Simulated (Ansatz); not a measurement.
## SiH2F (SMILES F[SiH2]): methods side by side

SiH2F: 4 atoms, total charge 0, spin state doublet. SMILES: `F[SiH2]`. The coordinates come from a GFN2-xTB relaxation.

Quantity: the electronic atomisation energy, in eV. The values are calculated. Electronic energies at fixed atoms, without zero-point motion or spin-orbit coupling.

| level | kind | program | value (eV) | less FCI/STO-3G |
| --- | --- | --- | --- | --- |
| UBLYP/STO-3G | GGA | Ansatz | 14.30 | +2.93 |
| UBHLYP/STO-3G | global hybrid | Ansatz | 13.07 | +1.70 |
| UCAM-B3LYP/STO-3G | range-separated hybrid | Ansatz | 13.92 | +2.55 |
| UHSE06/STO-3G | range-separated hybrid | Ansatz | 13.61 | +2.24 |
| UB2PLYP/STO-3G | double hybrid | Ansatz | 12.82 | +1.45 |
| RPA@PBE/STO-3G | RPA | Ansatz | 10.67 | -0.70 |
| UMP2/STO-3G | perturbation theory | Ansatz | 10.96 | -0.41 |
| UCCSDT(Q)/STO-3G | coupled cluster or CI | Ansatz | 11.37 | 0.00 |
| UCCSDTQ/STO-3G | coupled cluster or CI | Ansatz | 11.37 | 0.00 |
| FCI/STO-3G | exact in the basis | Ansatz | 11.37 | 0.00 |

FCI/STO-3G is exact within its basis and frozen core, so for wave-function methods in that basis the difference is their error; functionals converge differently with the basis, so for them it is only a difference. The values span 10.67 to 14.30 eV. All rows use very small basis sets, so even the best lies far from the true value.

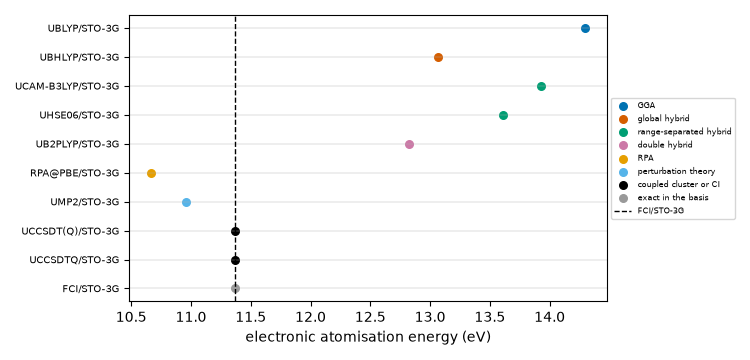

The values of the table, level by level.
